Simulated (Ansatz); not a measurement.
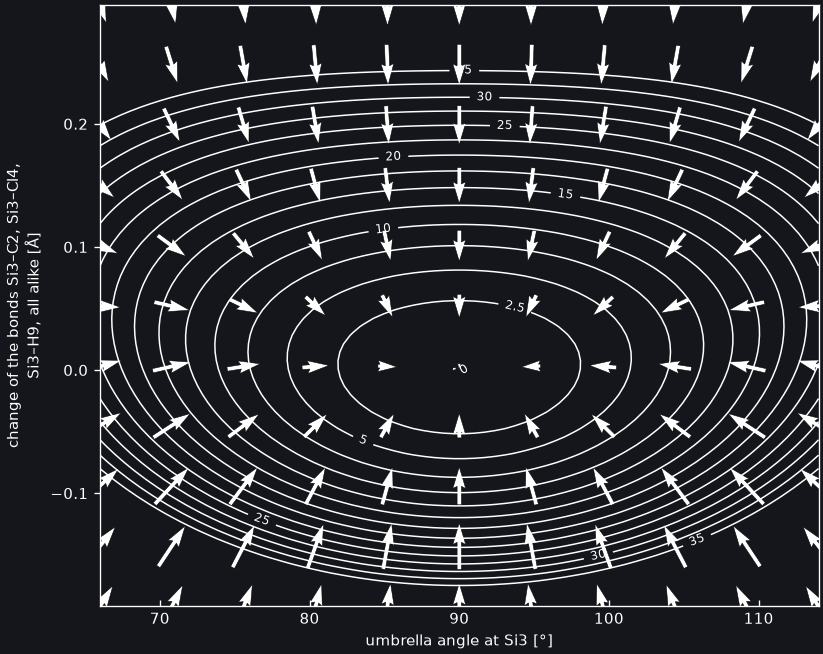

Energy landscape of CH5ClSi2, SMILES [SiH3]C=[SiH]Cl. The first coordinate is: umbrella angle at Si3 (between each of its bonds and their common axis; 90 is planar); the second: change of the bonds Si3–C2, Si3–Cl4, Si3–H9, all alike. Nothing is relaxed (all other coordinates rigid). Grid: 11 × 11 points. Points are written as (first, second). All energies are given in kcal/mol relative to the lowest grid point. Method: RKS B3LYP-D4/def2-SVP (Ansatz 0.2.0).

In the figure: contour lines labelled in kcal/mol (none above 35), arrows along the force (downhill), their lengths compressed. Between grid points the surface is interpolated. 

Question: Summarise what can be read from the map.

Answer: The lowest grid point is at (90.0°, 0.003 Å). It is the only kind of minimum in the scanned range. The highest grid point, (66.0°, −0.192 Å), lies 81.2 kcal/mol above the lowest. Round the minimum the two coordinates are nearly uncoupled.

The input of one point:

```yaml
crystal:
  periodic: [false, false, false]
  atoms:
    - { symbol: Si, position_ang: [-0.540214, 1.040151, -0.875621] }
    - { symbol: C, position_ang: [-0.544847, -0.283731, 0.422563] }
    - { symbol: Si, position_ang: [0.772965, -1.211613, 0.981867] }
    - { symbol: Cl, position_ang: [2.695705, -1.009118, 0.2732] }
    - { symbol: H, position_ang: [-1.45404, 0.693582, -2.00794] }
    - { symbol: H, position_ang: [-1.008468, 2.347397, -0.319595] }
    - { symbol: H, position_ang: [0.837986, 1.219666, -1.41525] }
    - { symbol: H, position_ang: [-1.498016, -0.525699, 0.912495] }
    - { symbol: H, position_ang: [0.727732, -2.262611, 2.023532] }
basis:
  gaussian: { orbitals: def2-SVP }
hamiltonian:
  xc: { name: B3LYP }
  dispersion: d4
output:
  forces: true
```

Each point was launched as `ansatz run input.yaml --threads 1 --pin off --max-ram 2560MiB --backend cpu --events-out ev --progress --plain --runs-dir out`. Time for the 121 points that were run: 10 min on 1 thread of Arm Neoverse V2, with other jobs on the host.
